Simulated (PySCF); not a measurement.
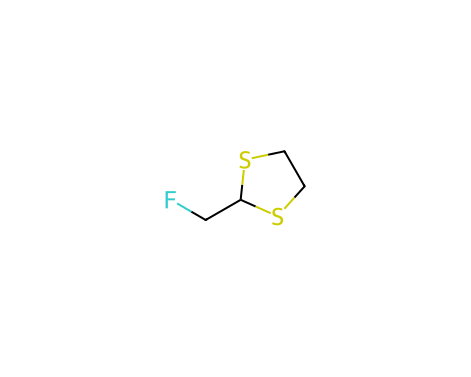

Skeletal drawing of a molecule.

**Write the SMILES.**

FCC1SCCS1

**What is the molecular formula?**

C4H7FS2.

**An optimisation with GFN2-xTB gave a structure of which point group?**

C1. Other conformers may differ.

More results for the same structure follow; atom numbers are the same in all pictures, views and colours differ. Computed geometry: GFN2-xTB optimisation. No frequency run is at hand to confirm it as a minimum.

## Geometry

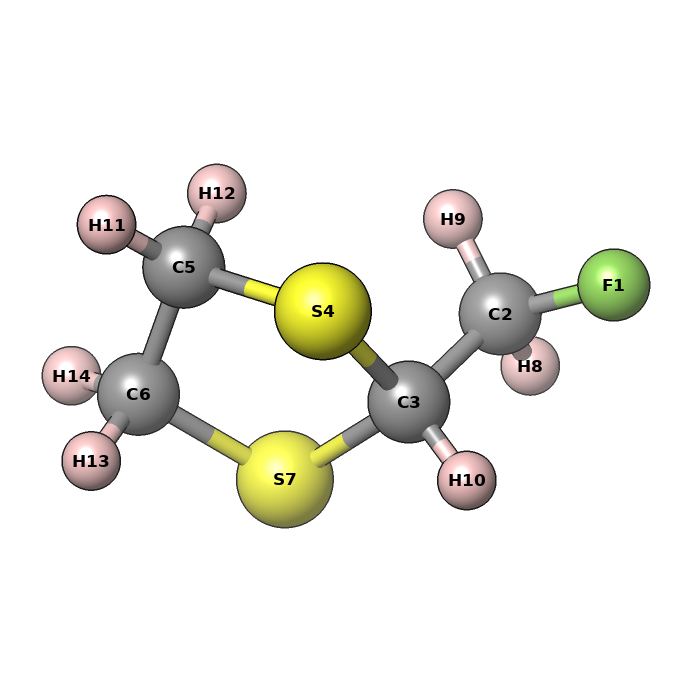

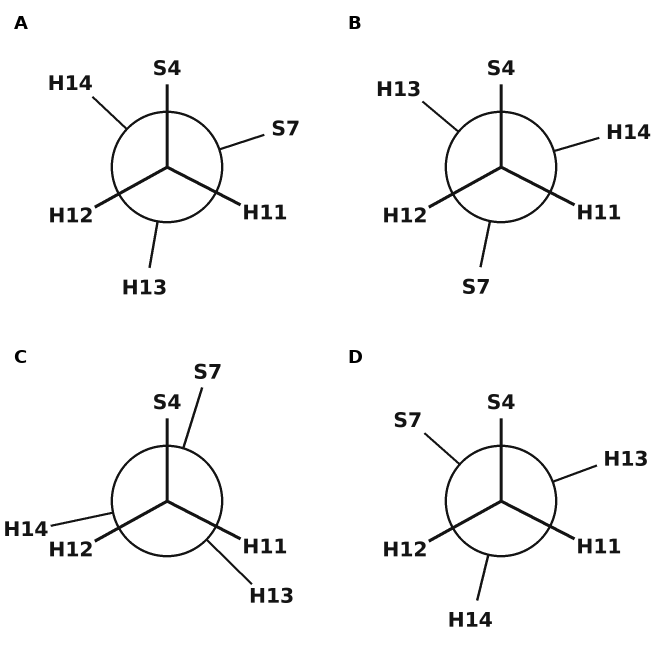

Depth is shown by fading: the farther an atom, the more it takes the colour of the background. Bonds that would overlap in a projection are set slightly apart. No frequency run is at hand to confirm it as a minimum.

**Which Newman projection shows the view along C5–C6, with C5 in front?**

D. The torsion angle S4–C5–C6–S7 is −48°, synclinal (gauche).

## Dipole moment

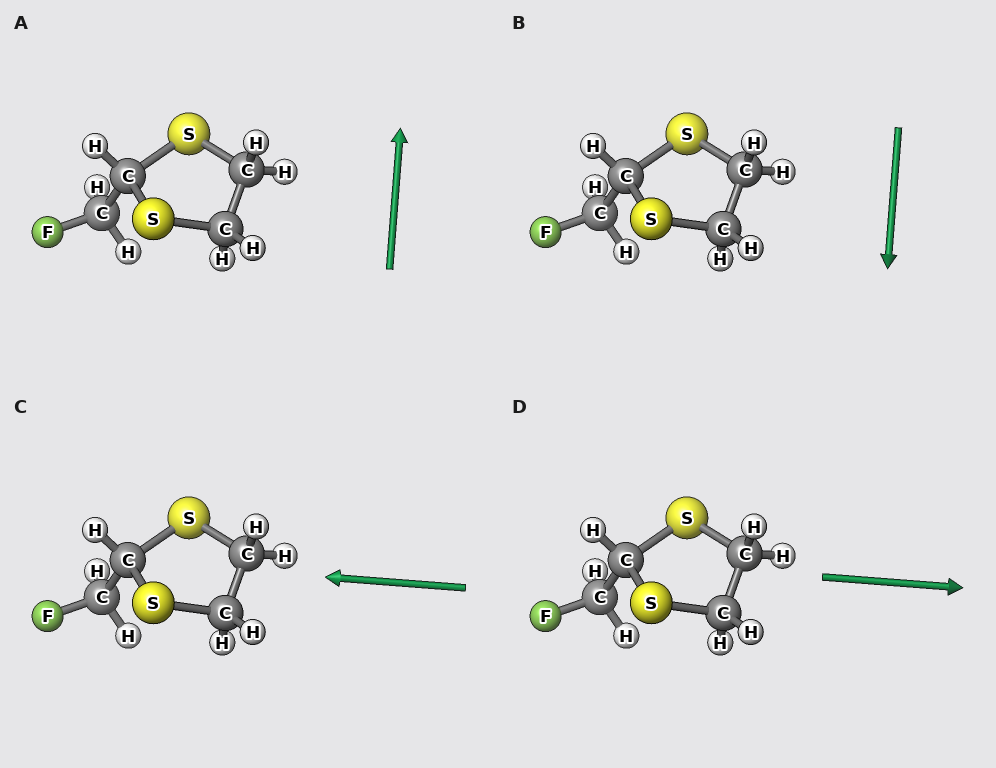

The same molecule four times, each with an arrow. No frequency run is at hand to confirm it as a minimum. Method: PBE0/def2-SVPD, gas phase (PySCF 2.14.0).

**Which arrow points along the dipole moment, from the negative to the positive end?**

D. The dipole moment is 2.75 D.

## Ring current

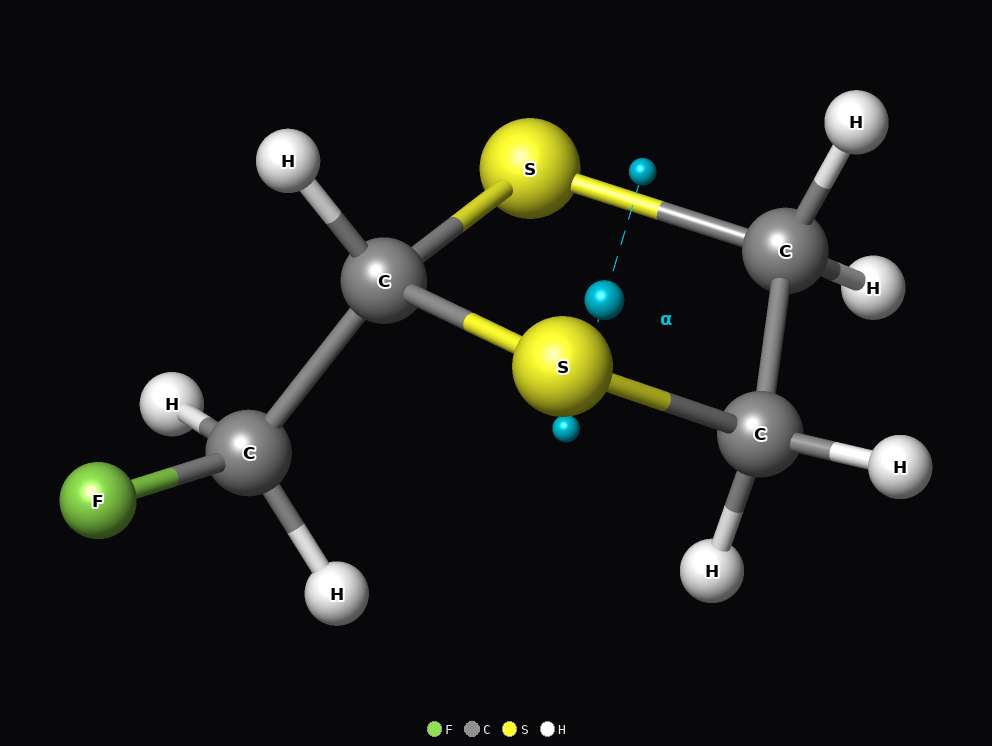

The small points mark where nucleus-independent chemical shifts (NICS) were computed: at the centre of each lettered ring and 1 Å above and below it. No frequency run is at hand to confirm it as a minimum. Method: GIAO PBE0/pcSseg-1 NMR shielding, non-relativistic, gas phase (PySCF 2.14.0).

Give NICS(0), NICS(1) and the out-of-plane component NICS(1)zz for each ring (means of the two sides).

```tsv
ring	members	NICS(0)	NICS(1)	NICS(1)zz
α	C3S2	−11.8	−6.1	−6.8
```

Values in ppm.

**What do the values say about the ring currents?**

Ring α: weak, as in a non-aromatic ring. NICS is one index among several.

## NMR shielding

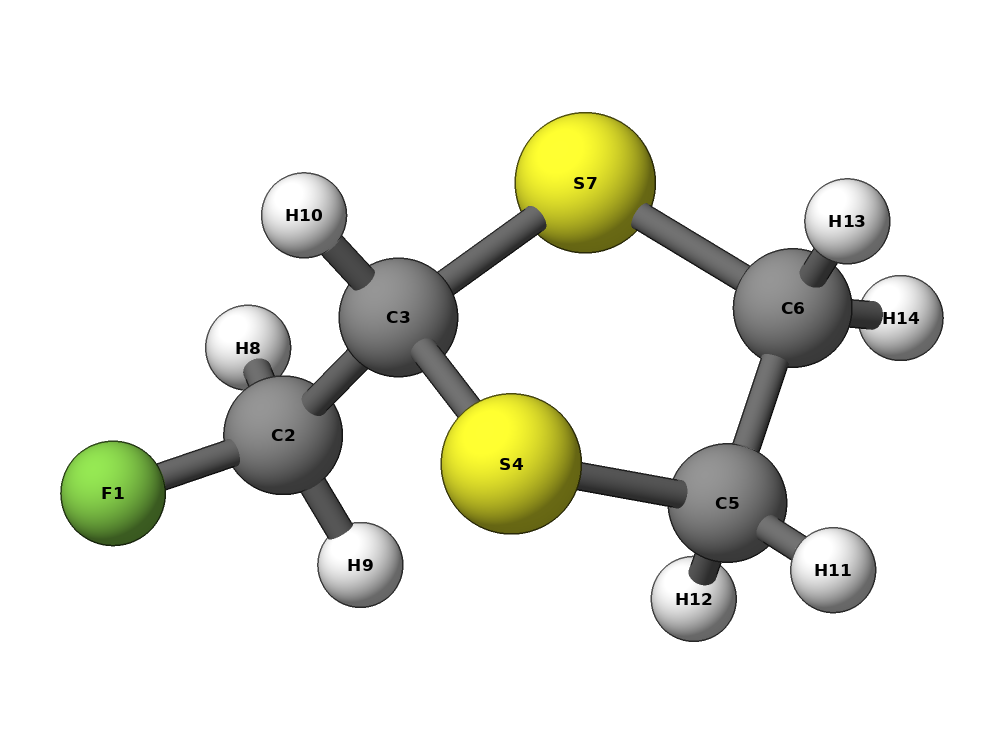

No frequency run is at hand to confirm it as a minimum. Level of theory: GIAO PBE0/pcSseg-1 NMR shielding, non-relativistic, gas phase (PySCF 2.14.0). Principal shieldings σ11 ≤ σ22 ≤ σ33, span Ω = σ33 − σ11, skew κ = 3(σiso − σ22)/Ω.

Give the shielding tensors of the F atoms.

```tsv
atom	σ11	σ22	σ33	σiso	Ω	κ
F1	342.4	369.4	445.7	385.9	103.3	0.48
```

Shieldings and span in ppm.
